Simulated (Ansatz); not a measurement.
# BrH₃Si···HF: what the fields show

```xyz
7

Si   -0.9843    0.0367   -0.1908
F     2.2367   -0.7798    0.8606
H    -0.6424   -1.2742   -0.7803
H    -0.9954   -0.0087    1.2858
H    -2.2646    0.5509   -0.7245
H     2.0482   -0.0189    0.3619
Br    0.6019    1.4939   -0.8126
```

The product side of a reaction path; geometry: PBE0-D4/def2-TZVP.

The calculation used RKS PBE0-D4/def2-TZVPP in Ansatz.

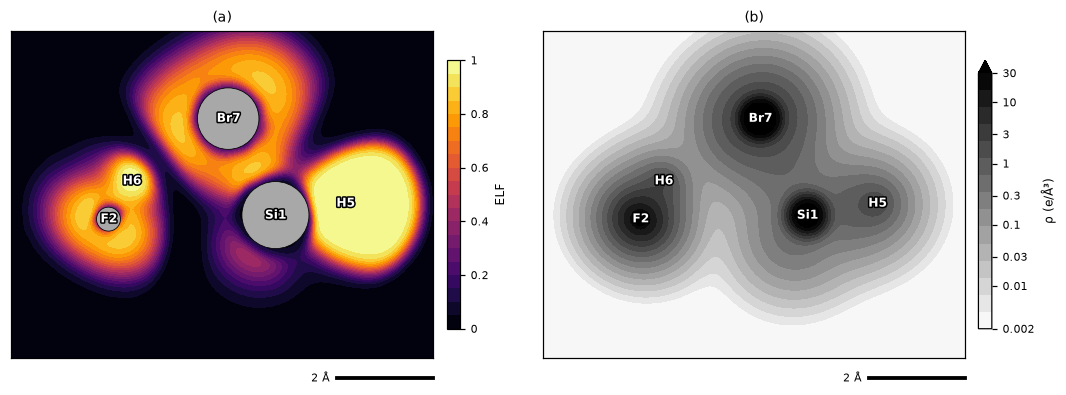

Figure 1. (a) electron localisation function; (b) total electron density on the plane of atoms H5, Si1 and Br7. Grey discs cover the atomic cores in the ELF map.

Question: Read the bonding off the picture.

Answer: The plane passes through Si, F, H and Br nuclei.
Br7···H6 (2.40 Å): the density falls to about 0.13 e/Å³ on the way; the ELF dips to about 0.10 between them.
Si–Br (2.24 Å): ρ at the midpoint is about 0.75 e/Å³; the ELF peaks at about 0.85 between the atoms, as expected for a shared but strongly polarised pair.
F–H (0.93 Å): ρ at the midpoint is about 4.7 e/Å³; the ELF climbs to about 1 towards the hydrogen, as it does in any bond to H; an ordinary covalent bond to hydrogen.
Si–H (1.48 Å): ρ is about 0.84 e/Å³ halfway; the ELF climbs to about 1 towards the hydrogen.
The ELF also peaks beside F2 and Br7, away from the bonds: lone-pair regions.

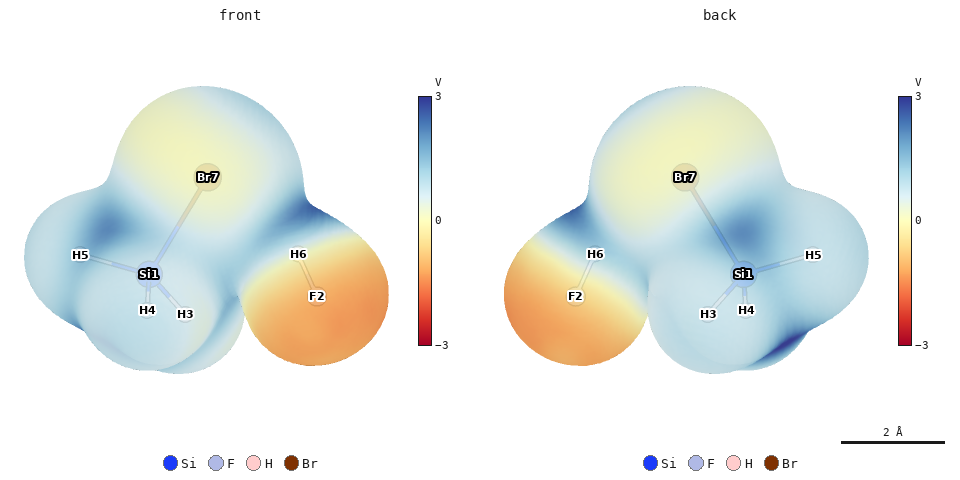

Figure 2. The electrostatic potential painted on the density surface at 0.004 e/bohr³, seen from the front and from behind; the colour scale runs from red (negative) to blue (positive).

Question: Describe the electrostatic potential map.

Answer: The most negative region (about −1.4 V, or −32 kcal/mol for a unit charge) lies over F2, the most positive (about +2.9 V, or +67 kcal/mol for a unit charge) over Si1. Br7 shows a σ-hole: about +1.1 V, or +25 kcal/mol for a unit charge at the tip opposite its bond, against about +0.5 V, or +12 kcal/mol for a unit charge on its flanks.

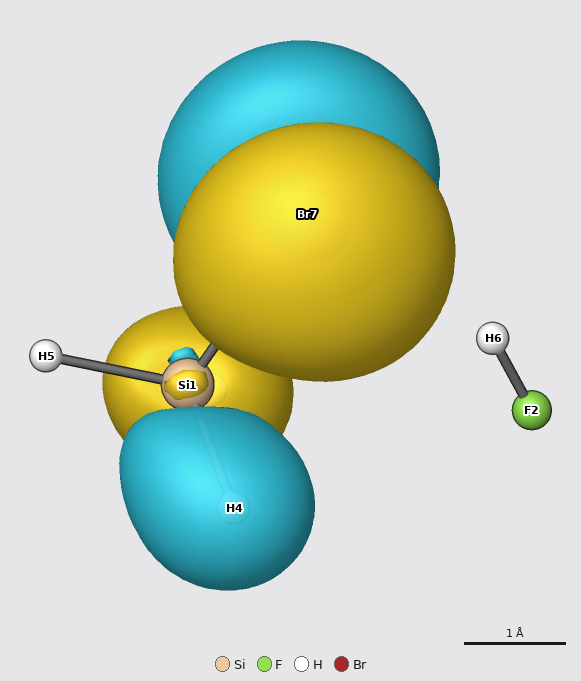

Figure 3. The HOMO at ±0.08 Å⁻³ᐟ² (yellow and cyan are the two phases), seen at a tilt.

Question: Describe this orbital and give its energy.

Answer: Its weight (Hirshfeld) is mainly on Br7 (about 80 %) and Si1 (about 10 %); largely a lone pair of Br7. Its energy is −8.93 eV.

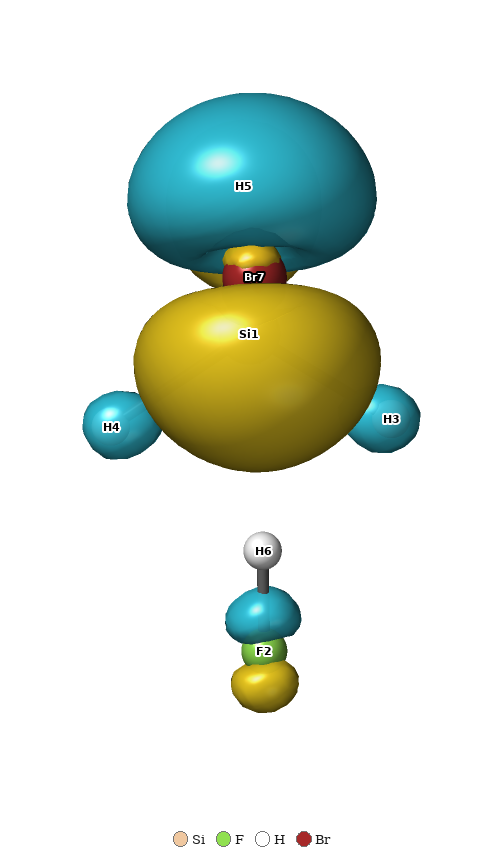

Figure 4. The HOMO−1 at ±0.15 Å⁻³ᐟ² (yellow and cyan are the two phases), seen at an oblique angle.

Question: Where does this orbital lie, and at what energy?

Answer: Its weight (Hirshfeld) is mainly on Br7 (about 75 %), Si1 (about 10 %) and H5 (about 10 %); largely a lone pair of Br7. Its energy is −9.07 eV.
